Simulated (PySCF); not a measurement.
# C4H7Al: electronic excitations and core binding energies

Wanted: the electronic excitations and core binding energies of C4H7Al (`[AlH2][C@H]1C=CC1`), by calculation.

Computed with PySCF 2.14.0, with density-fitted response routines of our own, on a single molecule in the gas phase. Atoms count from 0, in the outputs and in this text.

## (1) The starting structure

12 atoms, charge 0, multiplicity 1; geometry from: GFN2-xTB.

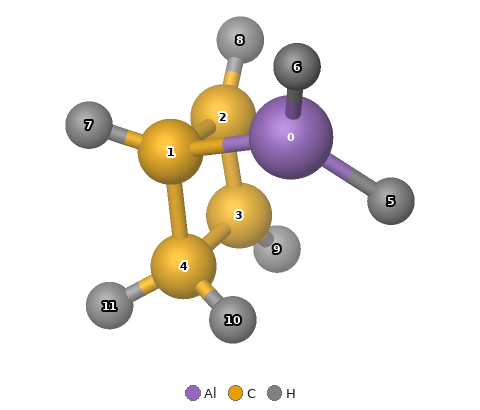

As it starts; aluminium purple, carbon amber, hydrogen grey, atoms numbered; sticks join atoms by distance.

## (2) Excited states and response: B3LYP/def2-SVPD

What the job is given:

```
{"job": {"kind": "uv", "xc": "B3LYP", "basis": "def2-SVPD", "nstates": 8, "ntriplets": 3}, "charge": 0, "multiplicity": 1}
Al     1.822203    -0.027243    -0.441539
C      0.243657    -0.516849     0.684595
C     -0.389292     0.841627     0.874732
C     -1.316862     0.660381    -0.067834
C     -0.905752    -0.747198    -0.357366
H      1.475836     0.712932    -1.757159
H      3.322064    -0.242715    -0.118970
H      0.214435    -1.169849     1.561202
H     -0.165098     1.652742     1.549972
H     -2.095097     1.272349    -0.489567
H     -0.578022    -0.926167    -1.390773
H     -1.626874    -1.510696    -0.073319
```

Method: TDDFT B3LYP/def2-SVPD, vertical, gas phase, core orbitals frozen in the response.

On the command line:

```bash
$ OMP_NUM_THREADS=1 python probes_run.py task.json out
```

One launch serves the whole session: the jobs run in the order shown.

**Question.** This job is followed by: delta-SCF UKS SCAN, pcX-2 on the ionised atom, pcseg-1 elsewhere, spin-free X2C. Predict these results of the whole session: lowest singlet (B3LYP/def2-SVPD); brightest single state of those computed; lowest triplet; C1s binding energies, SCAN/pcX-2; Al1s binding energies, SCAN/pcX-2; Al2p binding energies, SCAN/pcX-2.

The runs gave:

| quantity | value |
| --- | --- |
| lowest singlet (B3LYP/def2-SVPD) | 4.15 eV (299 nm), f = 0.028 |
| brightest single state of those computed | state 6, 6.57 eV, f = 0.070 |
| lowest triplet | 3.63 eV |
| C1s binding energies, SCAN/pcX-2 | C4 290.61, C2 290.22, C3 289.90, C1 289.78 eV |
| Al1s binding energies, SCAN/pcX-2 | Al0 1566.52 eV |
| Al2p binding energies, SCAN/pcX-2 | Al0 80.19 eV |

In words: The lowest singlet, at 4.15 eV, is HOMO→LUMO 0.97 and is weak; of the 8 states computed, the strongest absorption comes from state 6 at 6.57 eV (the last state computed is bright too, and its partners may lie past the list). The lowest triplet lies 0.52 eV below the lowest singlet (triplets in Tamm-Dancoff, singlets in full TDDFT). States above −ε(HOMO) lie where TDDFT describes them poorly and they hang on the basis; the brightest is among them. C4 (allylic sp3 CH2) binds its C1s electron 0.83 eV more tightly than C1 (allylic sp3 CH bonded to Al).
